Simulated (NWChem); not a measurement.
**S12h/pc-1 (esp resp) run of BH3O2 (SMILES OBO)**

What is the vertical ionisation energy of BH3O2 at S12h/pc-1 (esp resp)? 

The calculation is run with NWChem 7.3.0.

1 further run of the same task is left out (set aside as unsound or not needed).

## Step 1: The structure to begin with

The species is BH3O2 (6 atoms), meant as a singlet with charge 0. SMILES: `OBO`. The coordinates come from a PBE0-D4/def2-TZVP relaxation. This is one conformer, not always the lowest.

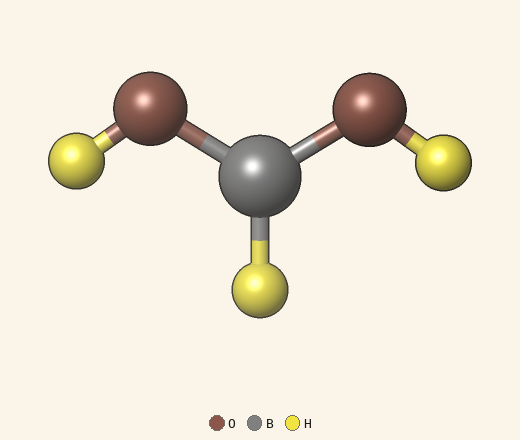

The structure, seen from a chosen angle (oxygen brown, boron grey, hydrogen yellow).

## Step 2: The energy at S12h/pc-1 (esp resp)

Input file mol.nw:

```
START mol
TITLE "BH3O2"
memory 2200 mb
GEOMETRY noautosym nocenter noautoz
   O     -1.176200    -0.524500    -0.251800
   B      0.049500     0.028100    -0.072900
   O      0.580600    -0.053800     1.172500
   H     -1.494700    -0.433500    -1.150600
   H      0.637800     0.565600    -0.976100
   H      1.445200     0.354100     1.232800
END
BASIS spherical
   * library pc-1
END
DFT
   xc s12h
   grid medium
END
ESP
   restrain
   recalculate
END
TASK dft energy
TASK esp
```

The run is started by

```
$ nwchem mol.nw > mol.out
```

The log of the run:

```text
[...]
 **** WARNING Zero Coefficient **** on atom "               O"
 angular momentum value: 0  standard basis set name: "pc-1"
 input line that generated warning:
   125:       0.230670E+04           0.539400E-02           0.000000E+00
[...]
          Wavefunction type:  closed shell.
          No. of atoms     :     6
          No. of electrons :    24
[...]
          Charge           :     0
          Spin multiplicity:     1
[...]
          AO basis - number of functions:    57
[...]
              XC Information
              --------------
                         S12h Method XC Functional
                     Hartree-Fock (Exact) Exchange  0.250
                        Slater Exchange Functional  0.769 local
                S12h(GGA-part) Exchange Functional  0.750 non-local
            Perdew 1991 LDA Correlation Functional  1.000 local
           PerdewBurkeErnz. Correlation Functional  1.000 non-local
[...]
 d= 0,ls=0.0,diis     1   -177.0429565855 -2.44D+02  1.86D-02  7.51D-01     0.3
[...]
 d= 0,ls=0.0,diis     6   -177.1268441359 -1.91D-07  8.76D-06  5.01D-07     1.2
         Total DFT energy =     -177.126844135888
      One electron energy =     -374.392484687134
           Coulomb energy =      152.944589814542
    Exchange-Corr. energy =      -22.383354742672
 Nuclear repulsion energy =       66.705249363035
    Dispersion correction =       -0.000843883660
[...]
 **** WARNING Zero Coefficient **** on atom "               B"
 angular momentum value: 0  standard basis set name: "pc-1"
 input line that generated warning:
    68:       0.843980E+03           0.573610E-02           0.000000E+00
 **** WARNING Zero Coefficient **** on atom "               B"
 angular momentum value: 0  standard basis set name: "pc-1"
 input line that generated warning:
    73:       0.346700E+00           0.000000E+00           0.530620E+00
[...]
 Dipole moment                                  0.929018    0.927435    0.927435
 Quadrupole moment Qxx                          3.908769    3.902796    3.902796
                   Qyy                         -3.086298   -3.106533   -3.106533
                   Qzz                         -0.822472   -0.796263   -0.796263
[...]
```

It took 1.9 s on 1 thread of AMD EPYC 9R45 (Zen 5), shared host; peak memory 0.12 GiB.

## Step 3: The doublet cation at the same level

Input file struct.xyz:

```xyz
6
BH3O2 S12h
O     -1.176200    -0.524500    -0.251800
B      0.049500     0.028100    -0.072900
O      0.580600    -0.053800     1.172500
H     -1.494700    -0.433500    -1.150600
H      0.637800     0.565600    -0.976100
H      1.445200     0.354100     1.232800
```

Input file struct.nw:

```
start struct
title "BH3O2 S12h"
memory total 2200 mb
charge 1

geometry units angstroms noautosym nocenter noautoz
   load format xyz struct.xyz
end

basis spherical
   O library pc-1
   B library pc-1
   H library pc-1
end

dft
   xc s12h
   mult 2
   grid medium
   iterations 150
   noprint "final vectors analysis"
end

esp
   restrain
   recalculate
end

task dft energy
task esp
```

The run is started by

```
$ nwchem struct.nw > struct.out
```

The log of the run:

```text
[...]
 **** WARNING Zero Coefficient **** on atom "               O"
 angular momentum value: 0  standard basis set name: "pc-1"
 input line that generated warning:
   125:       0.230670E+04           0.539400E-02           0.000000E+00
[...]
 **** WARNING Zero Coefficient **** on atom "               B"
 angular momentum value: 0  standard basis set name: "pc-1"
 input line that generated warning:
    68:       0.843980E+03           0.573610E-02           0.000000E+00
 **** WARNING Zero Coefficient **** on atom "               B"
 angular momentum value: 0  standard basis set name: "pc-1"
 input line that generated warning:
    73:       0.346700E+00           0.000000E+00           0.530620E+00
[...]
          Wavefunction type:  spin polarized.
          No. of atoms     :     6
          No. of electrons :    23
[...]
          Charge           :     1
          Spin multiplicity:     2
[...]
          AO basis - number of functions:    57
[...]
              XC Information
              --------------
                         S12h Method XC Functional
                     Hartree-Fock (Exact) Exchange  0.250
                        Slater Exchange Functional  0.769 local
                S12h(GGA-part) Exchange Functional  0.750 non-local
            Perdew 1991 LDA Correlation Functional  1.000 local
           PerdewBurkeErnz. Correlation Functional  1.000 non-local
[...]
 d= 0,ls=0.0,diis     1   -176.3471466663 -2.43D+02  2.04D-02  8.09D-01     0.4
[...]
 d= 0,ls=0.0,diis    10   -176.6884203041 -7.22D-08  7.05D-06  4.19D-07     2.8
[...]
         Total DFT energy =     -176.688420304061
      One electron energy =     -366.890757652566
           Coulomb energy =      145.478753934459
    Exchange-Corr. energy =      -21.980822065330
 Nuclear repulsion energy =       66.705249363035
    Dispersion correction =       -0.000843883660
[...]
      <S2> =      0.7568 (Exact =     0.7500)
[...]
 Dipole moment                                  0.918596    0.909959    0.909959
 Quadrupole moment Qxx                          6.308060    6.303179    6.303179
                   Qyy                         -8.025521   -8.037678   -8.037678
                   Qzz                          1.717461    1.734499    1.734499
[...]
```

Run time: 3.6 s. Hardware: 1 thread of AMD EPYC 9R45 (Zen 5), shared host; peak memory 0.11 GiB.

## Step 4: What came out

Level: S12h/pc-1 (esp resp).

| quantity | value |
| --- | --- |
| singlet BH3O2: total energy | -177.12684 Eh |
| singlet BH3O2: dipole moment | 2.38 D |
| singlet BH3O2: HOMO energy | -9.14 eV |
| singlet BH3O2: LUMO energy | 1.14 eV |
| singlet BH3O2: HOMO–LUMO gap | 10.28 eV |
| singlet BH3O2: dispersion energy | -2.22 kJ/mol |
| doublet cation: total energy | -176.68842 Eh |
| doublet cation: dispersion energy | -2.22 kJ/mol |
| doublet cation: ⟨S²⟩ | 0.757 |
| vertical ionisation energy (to the doublet cation) | 11.930 eV |

The vertical ionisation energy comes to 11.93 eV (1151 kJ/mol). −ε(HOMO) before ionisation, 9.14 eV, is 2.79 eV below this ionisation energy.
